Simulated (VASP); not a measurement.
# Quasiparticle energies of Te in VASP

Wanted: how far GW moves the Kohn-Sham levels of Te. The cell has space group P3_121. The start is a cell from a database of measured crystal structures.

Program: VASP 6.6.1. Level of theory: PBE; plane waves and PAW (Te_GW), in the first sound run; inputs show where later runs differ. Results are calculated unless marked as measured.

### Step 1. The starting structure

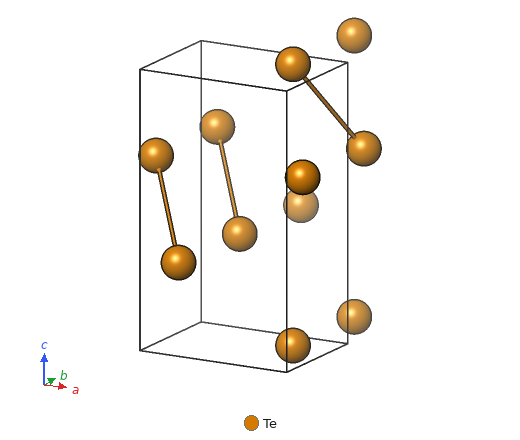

The starting structure, seen slightly off an axis (tellurium orange). 1×2×1 cells are drawn. Bonds to atoms that aren't drawn are left out. Some periodic images of atoms are drawn too.

### Step 2. Ground state

The orbitals come from a self-consistent PBE run with a tight EDIFF and a narrow smearing. KPOINTS_OPT adds the bands along a path, which shows whether the mesh holds the band edges.

INCAR reads:

```
SYSTEM = Te
PREC = Accurate
ENCUT = 300
EDIFF = 1E-08
NELM = 100
ISMEAR = 0
SIGMA = 0.01
LREAL = .FALSE.
ALGO = Normal
GGA = PE
NBANDS = 15
LORBIT = 11
LWAVE = .TRUE.
LCHARG = .FALSE.
KPAR = 4
```

POSCAR reads:

```
Te
1.0
    4.4572000000      0.0000000000      0.0000000000
   -2.2286000000      3.8600484297      0.0000000000
    0.0000000000      0.0000000000      5.9290000000
Te
3
Direct
    0.2633000000      0.0000000000      0.3333333333
    0.0000000000      0.2633000000      0.6666666667
    0.7367000000      0.7367000000      0.0000000000
```

KPOINTS reads:

```
Automatic mesh
0
Gamma
3 3 4
0 0 0
```

KPOINTS_OPT reads:

```
Line mode
12
Line-mode
Reciprocal
  0.00000000   0.00000000   0.00000000 GAMMA
  0.50000000   0.00000000   0.00000000 M

  0.50000000   0.00000000   0.00000000 M
  0.33333333   0.33333333   0.00000000 K

  0.33333333   0.33333333   0.00000000 K
  0.00000000   0.00000000   0.00000000 GAMMA

  0.00000000   0.00000000   0.00000000 GAMMA
  0.00000000   0.00000000   0.50000000 A

  0.00000000   0.00000000   0.50000000 A
  0.50000000   0.00000000   0.50000000 L

  0.50000000   0.00000000   0.50000000 L
  0.33333333   0.33333333   0.50000000 H

  0.33333333   0.33333333   0.50000000 H
  0.00000000   0.00000000   0.50000000 A

  0.50000000   0.00000000   0.50000000 L
  0.50000000   0.00000000   0.00000000 M

  0.33333333   0.33333333   0.00000000 K
  0.33333333   0.33333333   0.50000000 H
```

PAW data sets: Te_GW (PBE family, release 64).

Started as:

```console
$ mpirun -np 8 vasp_std
```

Log:

```text
[banner, memory and clock lines left out]
running    8 mpi-ranks, on    1 nodes
 distrk:  each k-point on    2 cores,    4 groups
 distr:  one band on    1 cores,    2 groups

 POSCAR found type information on POSCAR Te
 POSCAR found :  1 types and       3 ions
|                                                                             |
|           W    W    AA    RRRRR   N    N  II  N    N   GGGG   !!!           |
|           W    W   A  A   R    R  NN   N  II  NN   N  G    G  !!!           |
|           W    W  A    A  R    R  N N  N  II  N N  N  G       !!!           |
|           W WW W  AAAAAA  RRRRR   N  N N  II  N  N N  G  GGG   !            |
|           WW  WW  A    A  R   R   N   NN  II  N   NN  G    G                |
|           W    W  A    A  R    R  N    N  II  N    N   GGGG   !!!           |
|                                                                             |
|     For optimal performance we recommend to set                             |
|       NCORE = 2 up to number-of-cores-per-socket                            |
|     NCORE specifies how many cores store one orbital (NPAR=cpu/NCORE).      |
|     This setting can greatly improve the performance of VASP for DFT.       |
|     The default, NCORE=1 might be grossly inefficient on modern             |
|     multi-core architectures or massively parallel machines. Do your        |
|     Unfortunately you need to use the default for GW and RPA                |
|     calculations (for HF NCORE is supported but not extensively tested      |
|     yet).                                                                   |
|                                                                             |

 LDA part: xc-table for (Slater+PW92), standard interpolation
|                                                                             |
|           W    W    AA    RRRRR   N    N  II  N    N   GGGG   !!!           |
|           W    W   A  A   R    R  NN   N  II  NN   N  G    G  !!!           |
|           W    W  A    A  R    R  N N  N  II  N N  N  G       !!!           |
|           W WW W  AAAAAA  RRRRR   N  N N  II  N  N N  G  GGG   !            |
|           WW  WW  A    A  R   R   N   NN  II  N   NN  G    G                |
|           W    W  A    A  R    R  N    N  II  N    N   GGGG   !!!           |
|                                                                             |
|     The number of bands has been changed from the values supplied in        |
|     The orbitals not found in the WAVECAR file will be initialized with     |
|     random numbers, which is usually adequate. For correlated               |
|     calculations, however, you should redo the groundstate calculation.     |
|     I found NBANDS = 15. Now, NBANDS = 16.                                  |
|                                                                             |

 POSCAR, INCAR and KPOINTS ok, starting setup
 FFT: planning ... GRIDC
 FFT: planning ... GRID_SOFT
 FFT: planning ... GRID
 WAVECAR not read
 entering main loop
       N       E                     dE             d eps       ncg     rms          rms(c)
DAV:   1     0.624417055869E+02    0.62442E+02   -0.49000E+03   320   0.601E+02
DAV:   2    -0.548764924543E+01   -0.67929E+02   -0.63737E+02   504   0.130E+02
DAV:   3    -0.923397981129E+01   -0.37463E+01   -0.37332E+01   376   0.322E+01
DAV:   4    -0.943528667145E+01   -0.20131E+00   -0.20129E+00   552   0.888E+00
DAV:   5    -0.943662916736E+01   -0.13425E-02   -0.13425E-02   392   0.777E-01    0.169E+00
DAV:   6    -0.941109476759E+01    0.25534E-01   -0.19597E-02   464   0.827E-01    0.101E+00
DAV:   7    -0.940427080649E+01    0.68240E-02   -0.35603E-02   456   0.110E+00    0.124E-01
DAV:   8    -0.940444370041E+01   -0.17289E-03   -0.60843E-03   432   0.427E-01    0.337E-02
DAV:   9    -0.940451168438E+01   -0.67984E-04   -0.35906E-04   456   0.131E-01    0.176E-02
DAV:  10    -0.940452203908E+01   -0.10355E-04   -0.51586E-05   472   0.408E-02    0.419E-03
DAV:  11    -0.940452181631E+01    0.22277E-06   -0.41882E-06   432   0.121E-02    0.266E-03
DAV:  12    -0.940452195170E+01   -0.13539E-06   -0.56825E-07   440   0.428E-03    0.619E-04
DAV:  13    -0.940452189535E+01    0.56355E-07   -0.12242E-07   416   0.199E-03    0.227E-04
DAV:  14    -0.940452191181E+01   -0.16468E-07   -0.70677E-09   336   0.554E-04    0.953E-05
DAV:  15    -0.940452192913E+01   -0.17315E-07   -0.11549E-09   280   0.309E-04    0.345E-05
DAV:  16    -0.940452193609E+01   -0.69605E-08   -0.37205E-10   248   0.160E-04
   1 F= -.94045219E+01 E0= -.94045219E+01  d E =-.174281E-23
 Start KPOINTS_OPT (optional k-point list driver)
k-point batch [1-10\108]
       N       E                     dE             ncg
DAV:   1     0.831601130671E+03   -0.83583E+03      320
DAV:   2     0.134136246461E+03   -0.69746E+03      472
DAV:   3     0.899824076870E+02   -0.44154E+02      384
DAV:   4     0.874850470838E+02   -0.24974E+01      544
DAV:   5     0.874710109717E+02   -0.14036E-01      416
DAV:   6     0.874705685551E+02   -0.44242E-03      512
DAV:   7     0.874705649438E+02   -0.36113E-05      424
DAV:   8     0.874705648437E+02   -0.10010E-06      496
DAV:   9     0.874705648427E+02   -0.96583E-09      344
[...]
k-point batch [101-108\108]
       N       E                     dE             ncg
DAV:   1     0.144724378689E+04   -0.28752E+04      256
DAV:   2     0.966435175950E+03   -0.48081E+03      376
DAV:   3     0.940936385934E+03   -0.25499E+02      296
DAV:   4     0.939365174928E+03   -0.15712E+01      424
DAV:   5     0.939352748116E+03   -0.12427E-01      312
DAV:   6     0.939352314981E+03   -0.43314E-03      440
DAV:   7     0.939352311378E+03   -0.36024E-05      328
DAV:   8     0.939352311274E+03   -0.10443E-06      424
DAV:   9     0.939352311273E+03   -0.13599E-08      256
 writing wavefunctions
```

Wall time 5.2 s (8 MPI ranks of Intel Xeon 6975P-C (Granite Rapids), shared host); peak memory 1.1 GiB.

Lines that name or quote the potential files are left out of all logs, and their timing lines are given in words.

Parts of OUTCAR (step 2):

```text
ion  position               nearest neighbor table
   1  0.263  0.000  0.333-   3 2.84   2 2.84   3 3.49   3 3.49   2 3.49   2 3.49
   2  0.000  0.263  0.667-   3 2.84   1 2.84   3 3.49   3 3.49   1 3.49   1 3.49
   3  0.737  0.737  0.000-   2 2.84   1 2.84   1 3.49   2 3.49   2 3.49   1 3.49

  LATTYP: Found a hexagonal cell.
 ALAT       =     4.4572000000
 C/A-ratio  =     1.3302073050

 Subroutine GETGRP returns: Found  6 space group operations
 (whereof  2 operations were pure point group operations)

The static configuration has the point symmetry C_2 .
 The point group associated with its full space group is D_3 .

 Found     10 irreducible k-points:

   k-points           NKPTS =     10   k-points in BZ     NKDIM =     10   number of bands    NBANDS=     16

   dimension x,y,z NGX =    28 NGY =   28 NGZ =   36
   dimension x,y,z NGXF=    56 NGYF=   56 NGZF=   72

   ENCUT  =  300.0 eV  22.05 Ry    4.70 a.u.   6.29  6.29  8.37*2*pi/ulx,y,z

   NELECT =      18.0000    total number of electrons

 k-points in reciprocal lattice and weights: Automatic mesh
   0.00000000  0.00000000  0.00000000       0.028
   0.33333333  0.00000000  0.00000000       0.167
   0.33333333  0.33333333  0.00000000       0.056
   0.00000000  0.00000000  0.25000000       0.056
   0.33333333  0.00000000  0.25000000       0.167
   0.00000000  0.33333333  0.25000000       0.167
   0.33333333  0.33333333  0.25000000       0.111
   0.00000000  0.00000000  0.50000000       0.028
   0.33333333  0.00000000  0.50000000       0.167
   0.33333333  0.33333333  0.50000000       0.056

 average (electrostatic) potential at core
       1 -89.0628       2 -89.0628       3 -89.0628

 E-fermi :   5.9871

 k-point     1 :       0.0000    0.0000    0.0000
  band No.  band energies     occupation
    ...
      5       3.1187      2.00000
      6       3.1187      2.00000
      7       4.2620      2.00000
      8       4.2620      2.00000
      9       5.1754      2.00000
     10       6.9382      0.00000
     11       6.9382      0.00000
     12       7.5781      0.00000
     13      10.8922      0.00000
     14      10.8922      0.00000
    ...

 k-point     2 :       0.3333    0.0000    0.0000
  band No.  band energies     occupation
    ...
      5       1.7101      2.00000
      6       2.3509      2.00000
      7       3.5542      2.00000
      8       4.8754      2.00000
      9       5.0901      2.00000
     10       6.8417      0.00000
     11       7.0153      0.00000
     12       8.7304      0.00000
     13       9.3453      0.00000
     14      11.8708      0.00000
    ...

 k-point     3 :       0.3333    0.3333    0.0000
  band No.  band energies     occupation
    ...
      5       1.3607      2.00000
      6       2.8633      2.00000
      7       2.8633      2.00000
      8       3.0362      2.00000
      9       3.2921      2.00000
     10       8.7869      0.00000
     11       8.7869      0.00000
     12       9.1459      0.00000
     13      10.7779      0.00000
     14      11.8507      0.00000
    ...

  Total        1.1300829      1.1300829      1.1180021      0.0000000     -0.0000000      0.0000000
  in kB       17.7494359     17.7494359     17.5596917      0.0000000     -0.0000000      0.0000000
  external PRESSURE =      17.6861879 kB  Pullay stress =       0.0000000 kB

  energy-cutoff  :      300.00
  volume of cell :      102.01
      direct lattice vectors                 reciprocal lattice vectors
     4.457200000  0.000000000  0.000000000     0.224356098  0.129532054  0.000000000
    -2.228600000  3.860048430  0.000000000     0.000000000  0.259064107  0.000000000
     0.000000000  0.000000000  5.929000000     0.000000000  0.000000000  0.168662506

 POSITION                                       TOTAL-FORCE (eV/Angst)
 -----------------------------------------------------------------------------------
      1.17358      0.00000      1.97633         0.313881     -0.000000      0.000000
     -0.58679      1.01635      3.95267        -0.156941      0.271829     -0.000000
      1.64181      2.84370      0.00000        -0.156941     -0.271829     -0.000000
 -----------------------------------------------------------------------------------
    total drift:                               -0.000000     -0.000000      0.000000

  FREE ENERGIE OF THE ION-ELECTRON SYSTEM (eV)
  ---------------------------------------------------
  free  energy   TOTEN  =        -9.4045219361 eV

  energy  without entropy=       -9.4045219361  energy(sigma->0) =       -9.40452194

 total charge
# of ion       s       p       d       tot
------------------------------------------
    1        1.668   2.344   0.085   4.097
    2        1.668   2.344   0.085   4.097
    3        1.668   2.344   0.085   4.097
--------------------------------------------------
tot          5.004   7.033   0.254  12.292

[... 3 further parts left out ...]
```

Numbers from this step:

| Quantity | Value |
| --- | --- |
| free energy (TOTEN) | -9.405 eV |
| Fermi energy | 5.987 eV |
| pressure | 1.769 GPa |
| least gap on mesh and path | 0.1193 eV |
| least direct gap on mesh and path | 0.1437 eV |

The highest empty bands on the path are converged less tightly, to about 0.1 eV. Electronic bands along the path, in eV, zero at the valence-band top; v1 is the highest filled band, c1 the lowest empty one:

```csv
point,v4,v3,v2,v1,c1,c2,c3,c4
Γ,-2.82,-1.67,-1.67,-0.76,1.00,1.00,1.64,4.96
M,-3.56,-3.49,-1.14,-0.87,0.90,1.01,3.03,3.74
K,-3.07,-3.07,-2.90,-2.64,2.85,2.85,3.21,4.84
Γ,-2.82,-1.67,-1.67,-0.76,1.00,1.00,1.64,4.96
A,-2.69,-1.36,-1.08,-1.08,0.51,0.58,0.58,4.02
L,-3.68,-2.41,-2.07,-0.24,0.74,1.91,2.55,4.56
H,-5.00,-1.08,-0.02,-0.02,0.12,1.43,1.43,5.87
A,-2.69,-1.36,-1.08,-1.08,0.51,0.58,0.58,4.02
jump to L,-3.68,-2.41,-2.07,-0.24,0.74,1.91,2.55,4.56
M,-3.56,-3.49,-1.14,-0.87,0.90,1.01,3.03,3.74
jump to K,-3.07,-3.07,-2.90,-2.64,2.85,2.85,3.21,4.84
H,-5.00,-1.08,-0.02,-0.02,0.12,1.43,1.43,5.87
```

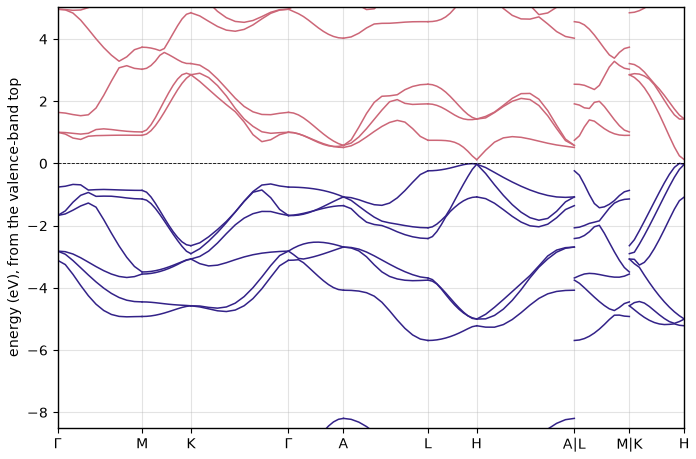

Electronic bands along the path; lines of filled and empty bands in two colours.

The cell has a gap of 0.119 eV on mesh and path. Spin-orbit coupling is left out, which can shift or reorder these edges. Forces of up to 0.31 eV/Å remain in these settings.

### Step 3. Empty bands, functional PBE

ALGO = Exact makes the empty bands from the converged ground state in one step. LOPTICS writes the k-derivatives of the orbitals (WAVEDER), which give the long-wavelength limit of the screening.

INCAR reads:

```
SYSTEM = Te
PREC = Accurate
ENCUT = 300
ISMEAR = 0
SIGMA = 0.01
LREAL = .FALSE.
GGA = PE
NBANDS = 520
ALGO = Exact
NELM = 1
LWAVE = .TRUE.
LCHARG = .FALSE.
LOPTICS = .TRUE.
NEDOS = 1000
CSHIFT = 0.1
```

POSCAR is that of step 2.

KPOINTS is that of step 2.

Started as:

```console
$ mpirun -np 8 vasp_std
```

Log:

```text
[banner, memory and clock lines left out]
running    8 mpi-ranks, on    1 nodes
 distrk:  each k-point on    8 cores,    1 groups
 distr:  one band on    1 cores,    8 groups

 POSCAR found type information on POSCAR Te
 POSCAR found :  1 types and       3 ions
 [... a notice as in an earlier step ...]

 LDA part: xc-table for (Slater+PW92), standard interpolation
 found WAVECAR, reading the header
  number of bands has changed, file:    16 present:   520
  trying to continue reading WAVECAR, but it might fail
 POSCAR, INCAR and KPOINTS ok, starting setup
 FFT: planning ... GRIDC
 FFT: planning ... GRID_SOFT
 FFT: planning ... GRID
 reading WAVECAR
 random initialization beyond band           16
 the WAVECAR file was read successfully
 initial charge from wavefunction
 entering main loop
       N       E                     dE             d eps       ncg     rms          rms(c)
DIA:   1    -0.940452193671E+01   -0.94045E+01    0.00000E+00     0   0.000E+00
   1 F= -.94045219E+01 E0= -.94045219E+01  d E =-.139758E-22
 writing wavefunctions
 optical routines
 imaginary and real dielectric function
 recalculating local potential from charge density
 direction            1
 direction            2
 direction            3
```

Elapsed: 5.6 s, on 8 MPI ranks; peak memory 1.4 GiB.

OUTCAR, selected parts (step 3):

```text
 Found     10 irreducible k-points:

   k-points           NKPTS =     10   k-points in BZ     NKDIM =     10   number of bands    NBANDS=    520

   NELECT =      18.0000    total number of electrons

 E-fermi :   5.9887

 k-point     2 :       0.3333    0.0000    0.0000
  band No.  band energies     occupation
    ...
      5       1.7101      2.00000
      6       2.3509      2.00000
      7       3.5542      2.00000
      8       4.8754      2.00000
      9       5.0901      2.00000
     10       6.8417      0.00000
     11       7.0153      0.00000
     12       8.7305      0.00000
     13       9.3453      0.00000
     14      11.8708      0.00000
    ...

  Total        1.1300227      1.1300227      1.1179615     -0.0000000      0.0000000     -0.0000000
  in kB       17.7484899     17.7484899     17.5590542     -0.0000000      0.0000000     -0.0000000
  external PRESSURE =      17.6853447 kB  Pullay stress =       0.0000000 kB

 POSITION                                       TOTAL-FORCE (eV/Angst)
 -----------------------------------------------------------------------------------
      1.17358      0.00000      1.97633         0.313883     -0.000000      0.000000
     -0.58679      1.01635      3.95267        -0.156942      0.271831      0.000000
      1.64181      2.84370      0.00000        -0.156942     -0.271831      0.000000
 -----------------------------------------------------------------------------------
    total drift:                               -0.000000     -0.000000      0.000000

  FREE ENERGIE OF THE ION-ELECTRON SYSTEM (eV)
  ---------------------------------------------------
  free  energy   TOTEN  =        -9.4045219367 eV

  energy  without entropy=       -9.4045219367  energy(sigma->0) =       -9.40452194

 plasma frequency squared (from intraband transitions) (eV^2)
  --------------------------------------------------------------------------------------
       0.000       0.000       0.000
       0.000       0.000       0.000
       0.000       0.000       0.000

[... 14 parts as in an earlier step ...]
```

WAVECAR now holds 520 bands for 18 electrons. Its independent-particle dielectric tensor has xx, yy, zz = 1519.2, 1519.2, 49.0 on this mesh, which isn't tested for convergence in mesh or bands and lacks local fields. A value this large is set by the few k points at the smallest gap, and it enters the screening of any GW step.

(Part 1 of 4 ends here.)

[Lines on the potential files, build, host, timing and source positions are cut from VASP's logs without a mark.]

[Logs are printed without paths, hosts, clocks, repeated set-up lines and the standing remarks that a program may print on its own settings, such as how far it seeks lower states.]

[Hosts, paths, dates, database ids (printed as entryN), source tags and the programs' standing remarks are cut or masked in the printed files.]

[Pressures printed for these runs are not shown converged in the cutoff: they can be off by several GPa and have the wrong sign.]
